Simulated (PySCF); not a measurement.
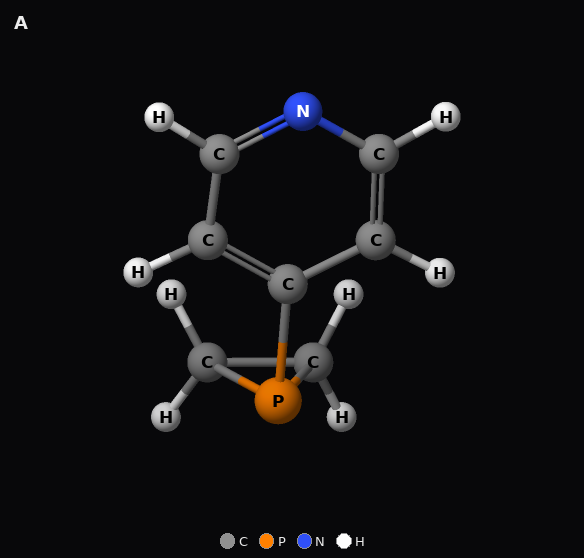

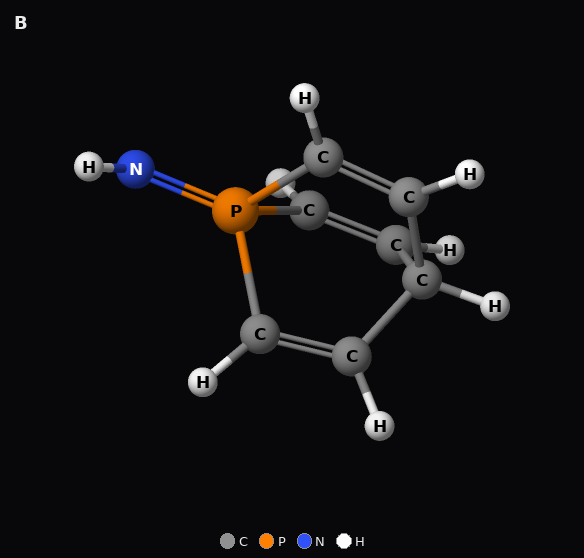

2 stationary structures of one formula. Geometries: GFN2-xTB. Electronic energies: PBE0/pcSseg-1 (PySCF 2.14.0), without zero-point energy. No frequency run is at hand to confirm each as a minimum. Each is one conformer, not always the lowest.

Question: How are they related?

Answer: They are constitutional isomers of C7H8NP: A `c1cc(P2CC2)ccn1`, B `N=P12C=CC(C=C1)C=C2`.

Question: Which is lowest in energy, and by how much?

Answer: A is lowest; B lies 1.878 eV above it.

The geometry is semi-empirical. Around P such bond lengths and angles can be off by a tenth of an ångström or more and by several degrees, and values that hang on the shape move with them.
